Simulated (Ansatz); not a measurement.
Run report: C2H5BrGe, single-point calculation

System: C2H5BrGe.
Method: RKS wB97X-V/def2-TZVPP (Ansatz 0.2.0).

The geometry comes from this level: PBE0-D4/def2-TZVP.

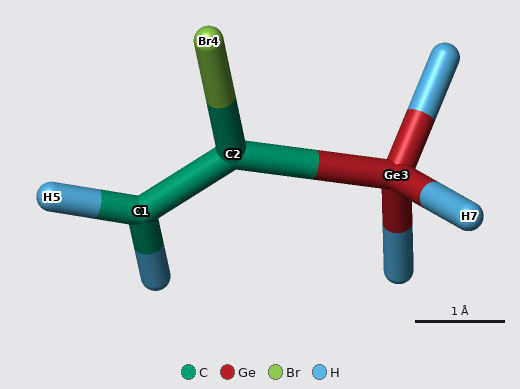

Figure 1. The input geometry (stick view, seen at a tilt; atoms are numbered from 1 in the order of the input). Sticks mark near contacts. Bond lengths as drawn: Br–C 1.90 Å, C–C 1.32 Å, C–Ge 1.95 Å, C–H 1.08 to 1.09 Å and Ge–H 1.53 to 1.54 Å.

Results in brief

| quantity | value |
| --- | --- |
| outcome | converged |
| total energy | −128707.7910 eV |
| SCF solution under orbital rotations | stable |
| HOMO | −9.76 eV |
| LUMO | 1.56 eV |
| hardware | 4 threads of Arm Neoverse V1, 23 GiB of memory available, shared host |
| wall time | 9 s (CPU time 35 s) |
| peak memory | 0.9 GiB |

Input
```yaml
crystal:
  periodic: [false, false, false]
  atoms:
    - {symbol: C, position_ang: [-0.524695, 1.425063, -0.474117]}
    - {symbol: C, position_ang: [-0.251694, 0.136734, -0.608042]}
    - {symbol: Ge, position_ang: [0.543331, -0.989992, 0.767195]}
    - {symbol: Br, position_ang: [-0.638782, -0.750366, -2.244019]}
    - {symbol: H, position_ang: [-0.968601, 2.017770, -1.266729]}
    - {symbol: H, position_ang: [-0.301576, 1.926771, 0.462353]}
    - {symbol: H, position_ang: [1.867644, -1.561369, 0.244436]}
    - {symbol: H, position_ang: [-0.420590, -2.137567, 1.095001]}
    - {symbol: H, position_ang: [0.783465, -0.113345, 2.006823]}
basis:
  gaussian: {orbitals: def2-TZVPP}
hamiltonian: {xc: {name: wB97X-V}}
output: {orbitals: {seedname: orbitals}}
```

Command:
```bash
ansatz run in.yaml --threads 4 --pin off --events-out ev --progress --plain --max-ram 10444MiB
```

Output
```
Functional definition: wB97X-V
  name "wB97X-V"
  cite "Mardirossian & Head-Gordon, Phys. Chem. Chem. Phys. 16, 9904 (2014) doi:10.1039/C3CP54374A"
  cite "Becke, J. Chem. Phys. 107, 8554 (1997) doi:10.1063/1.475007"
  cite "Vydrov & Van Voorhis, J. Chem. Phys. 133, 244103 (2010) doi:10.1063/1.3521275"
  parameter omega = 0.3/bohr
  parameter cx = 0.167
  parameter cx1 = 0.603
  parameter cx2 = 1.194
  parameter css0 = 0.556
  parameter css1 = -0.257
  parameter cos0 = 1.219
  parameter cos1 = -1.850
  parameter b = 6.0
  parameter c = 0.01
  exchange = spin_sum(e_x_unif_sr(omega)*poly(b97_u_x, 1 - cx, cx1, cx2)) + cx*exact_x_sr(omega) + exact_x_lr(omega)
  correlation = spin_sum(e_c_pw_same_spin*poly(b97_u_same, css0, css1))
      + integral(e_c_pw_opposite_spin*poly(b97_u_opposite, cos0, cos1)) + vv10(b, c)
1457 factors; their error is unknown
294 factors; integrals over basis functions are off by at most 2.8e-5 eV
mean field evaluation 1: about -128704.4692 eV, gradient 3.7e1 eV
mean field evaluation 2: about -128705.4854 eV, gradient 3.2e1 eV
mean field evaluation 4: about -128707.3236 eV, gradient 1.6e0 eV
mean field evaluation 8: about -128707.3355 eV, gradient 1.5e-1 eV
mean field evaluation 16: about -128707.7910 eV, gradient 3.1e-4 eV
mean field -128707.79098490 eV, -4729.9240774208 hartree, gradient 3.6e-5 eV, S^2 0.000000; 0 other end points of the search recorded, 0 dependent functions left out
reference -128707.79098294 eV, -4729.9240773488 hartree; 42, 42 occupied and 186, 186 virtual orbitals, 1457 factors
Total energy: -128707.79098294 eV, -4729.9240773488 hartree
```

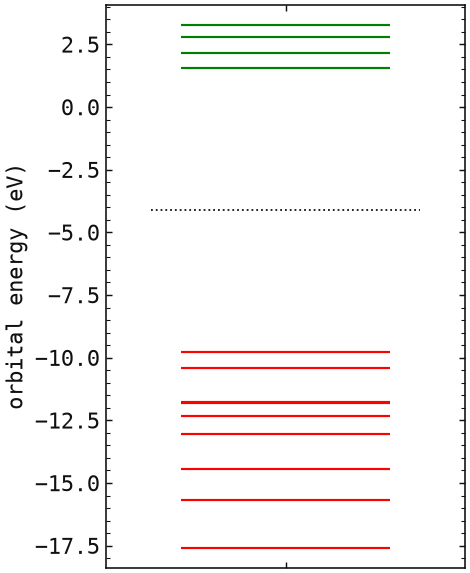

Figure 2. Orbital energies near the frontier; the dotted line parts filled from empty levels, and levels within 0.02 eV of each other stand side by side. Highest filled −9.76 eV, lowest empty 1.56 eV, 11.32 eV apart.
